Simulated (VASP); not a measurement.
Band structure of Tl (relaxed from the bcc structure, space group Im-3m). Computed with PBEsol GGA, VASP's PBE PAW potentials (set 64) (plane waves; VASP).

Unless said otherwise, spin-orbit coupling is left out, though it shifts the bands of the heavy elements here.

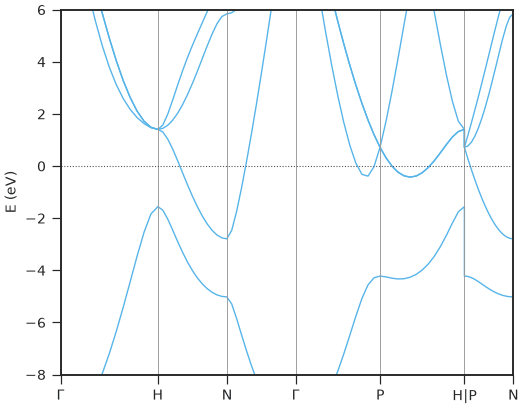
Fig. 1. Bands along high-symmetry lines, zero at the valence-band maximum or, without a gap, the Fermi level

Task: Read the plot: is there a gap, and where are the band edges?

Result: It has no gap at this level: it comes out as a metal or semimetal. (Edges off the drawn lines would not show.)

The structure was generated: Tl was put into the bcc type (Im-3m), which need not be its known phase. It was relaxed first.
